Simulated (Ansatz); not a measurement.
# CH₃Cl₂GaS: small, medium and large basis sets

How large a basis does CH₃Cl₂GaS need? Two functionals are run in growing sets.

Program: Ansatz 0.2.0, Gaussian basis. Level of theory: one geometry, several basis sets. These are calculated values, not measurements.

Levels to be run: PBE0-D4/def2-SVP; ωB97M-V/def2-SVP; PBE0-D4/def2-QZVPP; ωB97M-V/def2-QZVPP; the functionals' def2-TZVPP values are taken from earlier runs.

**1. The relaxed structure**

All runs share one geometry, relaxed beforehand with PBE0-D4 in a triple-zeta def2 set.

SMILES `C[S][Ga]([Cl])[Cl]`, 8 atoms, charge 0, spin multiplicity 1.

Atoms are counted from 1 here; the program's logs count them from 0.

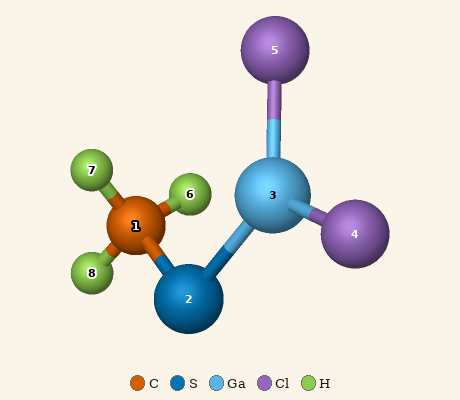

The structure; colours as in the key; atoms are numbered from 1 in the order of the file.

**2. PBE0-D4 in def2-SVP**

in.yaml reads:

```yaml
crystal:
  periodic: [false, false, false]
  atoms:
    - {symbol: C, position_ang: [-0.199056, -0.105006, 1.426123]}
    - {symbol: S, position_ang: [0.544437, -1.218502, 0.192595]}
    - {symbol: Ga, position_ang: [0.309024, -0.055133, -1.621595]}
    - {symbol: Cl, position_ang: [0.982345, -0.784033, -3.498854]}
    - {symbol: Cl, position_ang: [-0.611513, 1.868397, -1.573215]}
    - {symbol: H, position_ang: [-1.248522, 0.081969, 1.208871]}
    - {symbol: H, position_ang: [0.341455, 0.837250, 1.485621]}
    - {symbol: H, position_ang: [-0.118171, -0.624943, 2.380455]}
basis:
  gaussian: {orbitals: def2-SVP}
hamiltonian: {xc: pbe0, dispersion: d4}
output: {orbitals: {seedname: orbitals}}
```

On the command line:

```
ansatz run in.yaml --threads 4 --pin off --events-out ev --progress --plain --max-ram 10444MiB
```

Further steps of the session: ωB97M-V in def2-SVP; PBE0-D4 in def2-QZVPP; ωB97M-V in def2-QZVPP.

Q: Predict the results of all the runs planned. Wanted: PBE0-D4: double and triple zeta above quadruple; ωB97M-V: double and triple zeta above quadruple.

The runs gave:

```
                                       quantity           value
PBE0-D4: double and triple zeta above quadruple  22.62, 2.29 eV
ωB97M-V: double and triple zeta above quadruple  22.43, 2.20 eV
```

What this shows: PBE0-D4 gains 20.33 eV from double to triple zeta, then 2.29 eV more. These are total energies; as a rule much of such shifts cancels in differences, which this series doesn't test.
